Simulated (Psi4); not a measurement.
# SiSbH4Cl (SMILES [SiH3][SbH][Cl]), step by step

Aim: a series of 10 runs (PBE-D4/def2-SVP, PBE0-D4/def2-TZVP, PBE-D4/def2-TZVPP, r2SCAN-D4/def2-TZVPP, B3LYP-D4/def2-TZVPP, PBE0-D4/def2-TZVPP, wB97M-V/def2-TZVPP, CCSD(T)/def2-TZVPP, and more) of SiSbH4Cl. Input form: a Python script.

The calculation is run with Psi4 1.11.

## Step 1: The system as given

SiSbH4Cl: 7 atoms, total charge 0, spin state singlet. SMILES: `[SiH3][SbH][Cl]`. The shape comes from GFN2-xTB, rattled, which is rough for such elements, and wasn't checked as a minimum. The run starts from this shape.

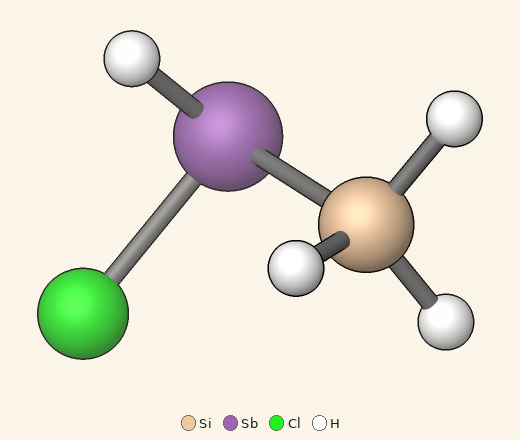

The structure, seen from a chosen angle (silicon light orange, antimony purple, chlorine green, hydrogen white).

## Step 2: A geometry optimisation at PBE-D4/def2-SVP (density fitting, core potential) (run 1)

Contents of clh4sbsi.py:

```python
import psi4

psi4.set_memory('3300 MB')
psi4.set_num_threads(2)
psi4.set_output_file('run.log', False)

molecule = psi4.geometry("""
0 1
Si    -0.905033     0.483272    -0.118242
Sb     0.724108    -1.445495     0.430543
Cl     2.286129    -0.878604    -1.314462
H     -1.650938     0.062601    -1.285545
H     -0.281251     1.768699    -0.277548
H     -1.896000     0.514714     1.008351
H      1.591311    -0.452125     1.521829
symmetry c1
""")

psi4.set_options({
    'basis': 'def2-SVP',
    'scf_type': 'df',
    'geom_maxiter': 60,
    'max_force_g_convergence': 0.0005,
})

e, wfn = psi4.optimize("pbe-d4", return_wfn=True)
print(f'pbe-d4 energy: {e:.10f} Eh')
print(molecule.to_string(dtype='xyz', units='Angstrom'))
```

On the command line:

```bash
$ python clh4sbsi.py
```

run.log:

```text
-----------------------------------------

    			 OPTKING 3.0: for geometry optimizations

    			        with contributions from

    			-----------------------------------------

		 -- Optimization Parameters --
	GEOM_MAXITER                   =              60
	ALG_GEOM_MAXITER               =              50
	PRINT                          =               1
	OPT_TYPE                       =             MIN
	STEP_TYPE                      =             RFO
	PROGRAM                        =            PSI4
	STEEPEST_DESCENT_TYPE          =         OVERLAP
	CONJUGATE_GRADIENT_TYPE        =        FLETCHER
	OPT_COORDINATES                =        INTERNAL
	RFO_FOLLOW_ROOT                =           False
	RFO_ROOT                       =               0
	ACCEPT_SYMMETRY_BREAKING       =           False
	DYNAMIC_LVL                    =               0
	DYNAMIC_LVL_MAX                =               0
	IRC_STEP_SIZE                  =             0.2
	IRC_DIRECTION                  =         FORWARD
	IRC_POINTS                     =              20
	IRC_MODE                       =          NORMAL
	IRC_CONVERGENCE                =            -0.7
	INTRAFRAG_STEP_LIMIT           =             0.5
	INTRAFRAG_STEP_LIMIT_MIN       =           0.001
	INTRAFRAG_STEP_LIMIT_MAX       =             1.0
	INTERFRAG_STEP_LIMIT           =             0.5
	INTERFRAG_STEP_LIMIT_MIN       =           0.001
	INTERFRAG_STEP_LIMIT_MAX       =             1.0
	ENSURE_BT_CONVERGENCE          =           False
	SIMPLE_STEP_SCALING            =           False
	CONSECUTIVE_BACKSTEPS          =               0
	RFO_NORMALIZATION_MAX          =             100
	RSRFO_ALPHA_MAX                =     100000000.0
	PRINT_TRAJECTORY_XYZ_FILE      =           False
	WRITE_TRAJECTORY               =           False
	FROZEN_DISTANCE                =
	FR
gradient() will perform analytic gradient computation.

   => Loading Basis Set <=

    Name: DEF2-SVP
    Role: ORBITAL
    Keyword: BASIS

    !!!  WARNING: ECP capability is in beta. Please check occupations closely.  !!!

   => PBE-D4(BJ,EEQ)ATM: Empirical Dispersion <=

        a1 =       0.385750
        a2 =       4.806885
       alp =      16.000000
        s6 =       1.000000
        s8 =       0.959481
        s9 =       1.000000
        ga =       3.000000
        gc =       2.000000
        wf =       6.000000

         ---------------------------------------------------------
                                   SCF
                              RKS Reference
                        2 Threads,   3147 MiB Core
         ---------------------------------------------------------

  ==> Geometry <==

    Molecular point group: c1
    Full point group: C1

    Geometry (in Angstrom), charge = 0, multiplicity = 1:

       Center              X                  Y                   Z               Mass
    ------------   -----------------  -----------------  -----------------  -----------------
         SI          -1.649740465010     1.494872776560    -0.138231625387    27.976926534650
         SB          -0.020599465010    -0.433894223440     0.410553374613   120.903812000000
         CL           1.541421534990     0.132996776560    -1.334451625387    34.968852682000
         H           -2.395645465010     1.074201776560    -1.305534625387     1.007825032230
         H           -1.025958465010     2.780299776560    -0.297537625387     1.007825032230
         H           -2.640707465010     1.526314776560     0.988361374613     1.007825032230
         H            0.846603534990     0.559475776560     1.501839374613     1.007825032230

  Running in c1 symmetry.

  Rotational constants: A =      0.12788  B =      0.07216  C =      0.04764 [cm^-1]
  Rotational constants: A =   3833.77938  B =   2163.26615  C =   1428.27557 [MHz]
  Nuclear repulsion =  232.222647177824740

  Charge       = 0
  Multiplicity = 1
  Electrons    = 58
  Nalpha       = 29
  Nbeta        = 29

  ==> Algorithm <==

  SCF Algorithm Type is DF.
  DIIS enabled.
  MOM disabled.
  Fractional occupation disabled.
  Guess Type is SAD.
  Energy threshold   = 1.00e-08
  Density threshold  = 1.00e-08
  Integral threshold = 1.00e-12

  ==> Primary Basis <==

  Basis Set: DEF2-SVP
    Blend: DEF2-SVP
    Number of shells: 38
    Number of basis functions: 82
    Number of Cartesian functions: 86
    Spherical Harmonics?: true
    Max angular momentum: 2

  Core potential: DEF2-SVP
    Number of shells: 4
    Number of ECP primitives: 18
    Number of ECP core electrons: 28
    Max angular momentum: 3

  ==> DFT Potential <==

   => LibXC <=

    Version 7.1.2

   => Composite Functional: PBE-D4BJEEQATM <=

    PBE GGA Exchange-Correlation Functional

    Deriv               =              1
    GGA                 =           TRUE
    Meta                =          FALSE

    Exchange Hybrid     =          FALSE
    MP2 Hybrid          =          FALSE

   => Exchange Functionals <=

    1.0000     XC_GGA_X_PBE

   => Correlation Functionals <=

    1.0000     XC_GGA_C_PBE

   => LibXC Density Thresholds  <==

    XC_GGA_C_PBE:  1.00E-12
    XC_GGA_X_PBE:  1.00E-15

   => Molecular Quadrature <=

    Radial Scheme          =       TREUTLER
    Pruning Scheme         =           NONE
    Nuclear Scheme         =       TREUTLER

[... 9 lines left out ...]
    Weights Tolerance      =       1.00E-15
[... 64 lines left out ...]
	Measures of convergence in internal coordinates in au.
[... 6 lines left out ...]
	  Convergence Criteria              o    5.00e-04 *             o             o             o~
[... 53 lines left out ...]
	                                 ==> Convergence Check <==
[... 6 lines left out ...]
	   Step    Total Energy     Delta E     Max Force     RMS Force      Max Disp      RMS Disp
[... 21 lines left out ...]
	Current energy:      -991.7846218558
[... 35 lines left out ...]
	Measures of convergence in internal coordinates in au.
[... 6 lines left out ...]
	  Convergence Criteria              o    5.00e-04 *             o             o             o
[... 53 lines left out ...]
	                                 ==> Convergence Check <==
[... 6 lines left out ...]
	   Step    Total Energy     Delta E     Max Force     RMS Force      Max Disp      RMS Disp
[... 21 lines left out ...]
	Current energy:      -991.7847421844
[... 35 lines left out ...]
	Measures of convergence in internal coordinates in au.
[... 6 lines left out ...]
	  Convergence Criteria              o    5.00e-04 *             o             o             o
[... 24 lines left out ...]
	Measures of convergence in internal coordinates in au. (Any backward steps not shown.)
[... 131 lines left out ...]
    Weights Tolerance      =       1.00E-15
[... 64 lines left out ...]
                           Total Energy        Delta E     RMS |[F,P]|
[... 2 lines left out ...]
   @DF-RKS iter   1:  -991.78474034135343   -3.83354e-04   1.72538e-05 DIIS
[... 1 line left out ...]
   @DF-RKS iter   3:  -991.78474211885748   -2.82505e-06   3.33144e-06 DIIS
[... 1 line left out ...]
   @DF-RKS iter   5:  -991.78474218375652   -3.38719e-09   3.48413e-07 DIIS
[... 1 line left out ...]
   @DF-RKS iter   7:  -991.78474218438498   -2.52385e-11   2.30648e-08 DIIS
[... 1 line left out ...]
  Energy and wave function converged.
[... 31 lines left out ...]
  @DF-RKS Final Energy:  -991.78474218438851
[... 4 lines left out ...]
    One-Electron Energy =               -1920.6474104658818760
[... 1 line left out ...]
    DFT Exchange-Correlation Energy =     -69.6306541848229585
[... 1 line left out ...]
    VV10 Nonlocal Energy =                  0.0000000000000000
[... 15 lines left out ...]
 Dipole X            :          7.8016682           -8.3478184           -0.5461502
[... 1 line left out ...]
 Dipole Z            :         30.1774449          -29.4857100            0.6917348
[... 17 lines left out ...]
       Center              X                  Y                   Z               Mass
    ------------   -----------------  -----------------  -----------------  -----------------
         SI          -1.669075594644     1.458220717364    -0.126875095461    27.976926534650
         SB           0.030889365899    -0.438207505565     0.446389589667   120.903812000000
         CL           1.378075354937     0.173140146362    -1.465489502492    34.968852682000
         H           -2.340496076653     1.105986135271    -1.424825609191     1.007825032230
         H           -0.962975403319     2.776185717874    -0.270769038644     1.007825032230
         H           -2.710568880991     1.554948515628     0.958723962918     1.007825032230
         H            0.825886961698     0.645197019024     1.556317206070     1.007825032230

  Nuclear repulsion =  231.533760540011230

  ==> Basis Set <==

  Basis Set: DEF2-SVP
    Blend: DEF2-SVP
    Number of shells: 38
    Number of basis functions: 82
    Number of Cartesian functions: 86
    Spherical Harmonics?: true
    Max angular momentum: 2

  Core potential: DEF2-SVP
    Number of shells: 4
    Number of ECP primitives: 18
    Number of ECP core electrons: 28
    Max angular momentum: 3

  ==> DFJKGrad: Density-Fitted SCF Gradients <==

    Gradient:                    1
    J tasked:                  Yes
    K tasked:                   No
    wK tasked:                  No
    Integrals threads:           2
    Memory [MiB]:             2360
    Schwarz Cutoff:          1E-12
    Fitting Condition:       1E-10

   => Auxiliary Basis Set <=

  Basis Set: (DEF2-SVP AUX)
    Blend: DEF2-UNIVERSAL-JKFIT
    Number of shells: 146
    Number of basis functions: 546
    Number of Cartesian functions: 699
    Spherical Harmonics?: true
    Max angular momentum: 5

  ==> DFT Potential <==

   => LibXC <=

    Version 7.1.2

   => Composite Functional: PBE-D4BJEEQATM <=

    PBE GGA Exchange-Correlation Functional

    Deriv               =              1
    GGA                 =           TRUE
    Meta                =          FALSE

    Exchange Hybrid     =          FALSE
    MP2 Hybrid          =          FALSE

   => Exchange Functionals <=

    1.0000     XC_GGA_X_PBE

   => Correlation Functionals <=

    1.0000     XC_GGA_C_PBE

   => LibXC Density Thresholds  <==

    XC_GGA_C_PBE:  1.00E-12
    XC_GGA_X_PBE:  1.00E-15

   => Molecular Quadrature <=

    Radial Scheme          =       TREUTLER
    Pruning Scheme         =           NONE
    Nuclear Scheme         =       TREUTLER

    Blocking Scheme        =         OCTREE
    BS radius alpha        =              1
    Pruning alpha          =              1
    Radial Points          =             75
    Spherical Points       =            302
    Total Points           =         149763
    Total Blocks           =           1191
    Max Points             =            255
    Max Functions          =             81
    Weights Tolerance      =       1.00E-15

  -Total Gradient:
     Atom            X                  Y                   Z
    ------   -----------------  -----------------  -----------------
       1       -0.000023353844    -0.000235869456     0.000218567842
       2        0.000222088919     0.000260092537    -0.000266031874
       3        0.000003714795     0.000089151431     0.000011817701
       4        0.000206229412     0.000349773964    -0.000137407414
       5       -0.000223659071     0.000126364937    -0.000196716959
       6        0.000193458788    -0.000109976502     0.000051074147
       7       -0.000080661795     0.000061408794    -0.000034844201

	total time  =          9 seconds =       0.15 minutes

    			-----------------------------------------

    			 OPTKING 3.0: for geometry optimizations

    			        with contributions from

    			-----------------------------------------

	                            ===> Fragment 1 <==

	 Z (Atomic Numbers)          Masses                          Geom
	      14.000000            27.976927         -3.15409576  2.75563779 -0.23975918
	      51.000000            120.903812         0.05837244 -0.82809217  0.84355407
	      17.000000            34.968853          2.60418500  0.32718746 -2.76937380
	       1.000000             1.007825         -4.42289658  2.09001089 -2.69253018
	       1.000000             1.007825         -1.81975978  5.24623068 -0.51167933
	       1.000000             1.007825         -5.12223283  2.93842683  1.81172572
	       1.000000             1.007825          1.56070017  1.21924566  2.94101328

	 - Coordinate -           - BOHR/RAD -       - ANG/DEG -
	 R(1,2)           =         4.933218           2.610547
	 R(1,4)           =         2.840599           1.503180
	 R(1,5)           =         2.838564           1.502103
[... 17 lines of this table left out ...]
	 D(6,1,2,7)       =        -1.380060         -79.071624

	        --- Internal Coordinate Step in ANG or DEG, aJ/ANG or AJ/DEG ---
	-------------------------------------------------------------------------------
	           Coordinate      Previous         Force          Change          New
	           ----------      --------        ------          ------        ------
	               R(1,2)       2.61055        0.00063        0.00108       2.61163
	               R(1,4)       1.50318        0.00052        0.00005       1.50323
	               R(1,5)       1.50210        0.00022       -0.00004       1.50206
[... 17 lines of this table left out ...]
	           D(6,1,2,7)     -79.07162       -0.00001       -0.18923     -79.26085
	-------------------------------------------------------------------------------

	                                 ==> Convergence Check <==

	Measures of convergence in internal coordinates in au.

	Criteria marked as inactive (o), active & met (*), and active & unmet ( ).

	----------------------------------------------------------------------------------------------
	   Step    Total Energy     Delta E     Max Force     RMS Force      Max Disp      RMS Disp
	----------------------------------------------------------------------------------------------
	  Convergence Criteria              o    5.00e-04 *             o             o             o
	----------------------------------------------------------------------------------------------
	     5    -991.78474218   -1.70e-05 o    4.79e-04 *    2.15e-04 o    6.11e-03 o    2.99e-03 o  ~
	----------------------------------------------------------------------------------------------

Next Geometry in Ang
	Fragment 1 (Ang)

	   Si  -1.6698367229   1.4569639879  -0.1266270316
	   Sb   0.0308956857  -0.4395993151   0.4488311948
	   Cl   1.3725566102   0.1804625779  -1.4658398788
	    H  -2.3398087123   1.1017152461  -1.4245644004
	    H  -0.9561244038   2.7710833786  -0.2676779173
	    H  -2.7159500352   1.5603029349   0.9542817202
	    H   0.8300033051   0.6445419356   1.5550678259

    Final optimized geometry and variables:
    Molecular point group: c1
    Full point group: C1

    Geometry (in Angstrom), charge = 0, multiplicity = 1:

    SI          -1.669075594644     1.458220717364    -0.126875095461
    SB           0.030889365899    -0.438207505565     0.446389589667
    CL           1.378075354937     0.173140146362    -1.465489502492
    H           -2.340496076653     1.105986135271    -1.424825609191
    H           -0.962975403319     2.776185717874    -0.270769038644
    H           -2.710568880991     1.554948515628     0.958723962918
    H            0.825886961698     0.645197019024     1.556317206070
```

On the terminal:

```text
Optimizer: Optimization complete!
pbe-d4 energy: -991.7847421844 Eh
7
0 1 ClH4SbSi
Si                   -1.669075594644     1.458220717364    -0.126875095461
Sb                    0.030889365899    -0.438207505565     0.446389589667
Cl                    1.378075354937     0.173140146362    -1.465489502492
H                    -2.340496076653     1.105986135271    -1.424825609191
H                    -0.962975403319     2.776185717874    -0.270769038644
H                    -2.710568880991     1.554948515628     0.958723962918
H                     0.825886961698     0.645197019024     1.556317206070
```

It took 2.5 min on 2 threads of Intel Xeon at 2.50GHz (Skylake/Cascade Lake), shared host; peak memory 0.61 GiB.

Steps, from the record of the run:

```csv
step,energy from the first frame kept (eV),largest force (eV/Å)
0,0.0000,1.2656
1,-0.1038,0.2056
2,-0.1112,0.0691
3,-0.1140,0.0559
4,-0.1145,0.0223
```

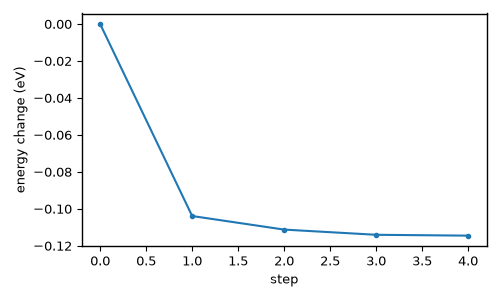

Energy along the run.

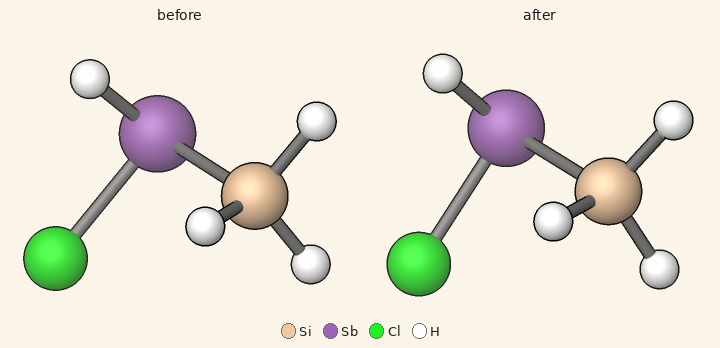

Before and after, at one scale.

After the run. Bond lengths: Si1–Sb2 2.611 Å, Sb2–Cl3 2.417 Å, Si1–H4 1.503 Å, Si1–H5 1.502 Å, Si1–H6 1.508 Å, Sb2–H7 1.743 Å. Angles: Si1–Sb2–Cl3 90.3°, Si1–Sb2–H7 89.2°, Cl3–Sb2–H7 95.3°, Sb2–Si1–H4 108.1°, Sb2–Si1–H5 110.6°, Sb2–Si1–H6 109.8°, H4–Si1–H5 109.4°, H4–Si1–H6 109.2°, H5–Si1–H6 109.7°.

[end of part 1 of 3]
